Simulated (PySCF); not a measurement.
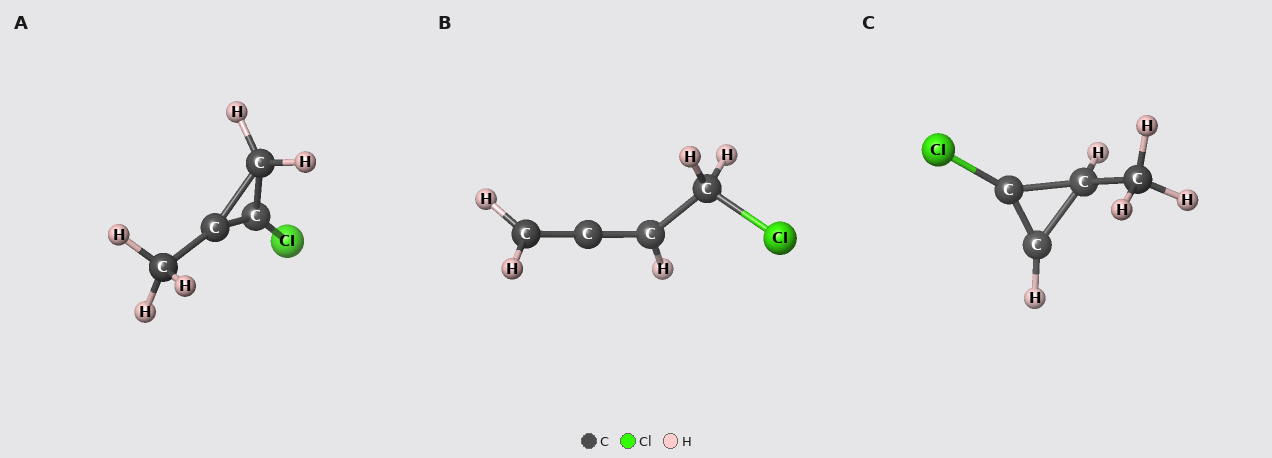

3 stationary structures of one formula. Geometries: PBE0-D3(BJ)/def2-SVP. Electronic energies: PBE0-D3(BJ)/def2-SVP (PySCF 2.14.0), without zero-point energy. No frequency run is at hand to confirm each as a minimum. Each is one conformer, not always the lowest.

How are they related?

They are constitutional isomers of C4H5Cl: A `CC1=C(Cl)C1`, B `C=C=CCCl`, C `C[C@H]1C=C1Cl`.

Which structure is the most stable?

B is lowest; A lies 45.9 kJ/mol above it, C lies 63.0 kJ/mol above it.
